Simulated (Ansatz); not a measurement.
Consider H3OSSe (charge +1).

```xyz
6

O    -0.4795    0.2043   -1.4138
S    -0.0431   -1.4769    0.2708
Se   -0.1264   -1.1405    2.2599
H    -0.4509    1.1547   -1.2456
H    -1.2747    0.0421   -1.9367
H     1.1780   -0.9857   -0.0696
```

Geometry: PBE0-D4/def2-TZVP; at this geometry the atoms fall into two loosely joined parts.

Computed with Ansatz, RKS PBE0-D4/def2-TZVPP.

Q: What will maps of the electron density and electron localisation function show?

A: Se–S (2.02 Å): ρ is about 1.1 e/Å³ halfway; the ELF peaks at about 0.85 between the atoms, as expected for localised, covalent bonding.
S–H (1.36 Å): the density is about 1.6 e/Å³ at the midpoint; the ELF climbs to about 1 towards the hydrogen, as it does in any bond to H: an ordinary covalent bond to hydrogen.

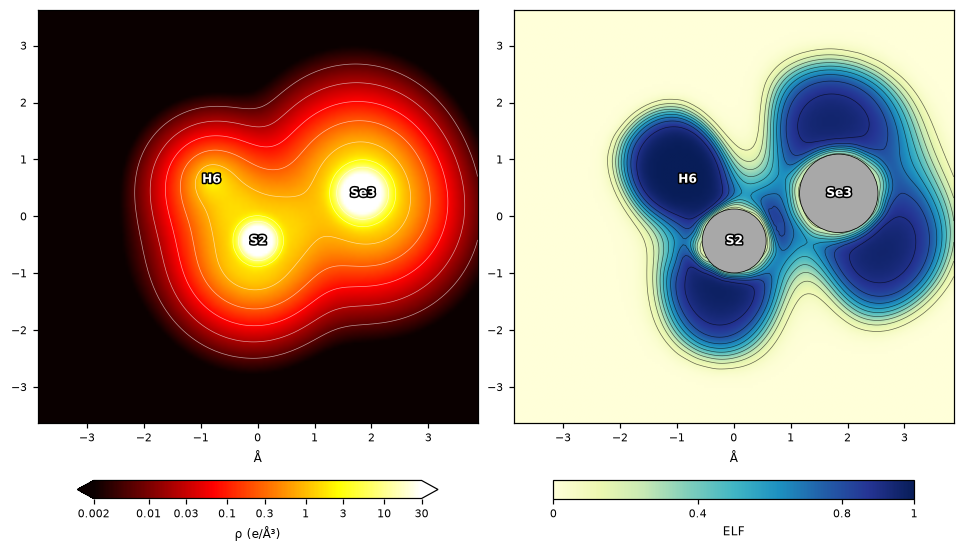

Computed electron density and electron localisation function on the plane of atoms Se3, S2 and H6, in this order. Grey discs cover the atomic cores in the ELF map. 
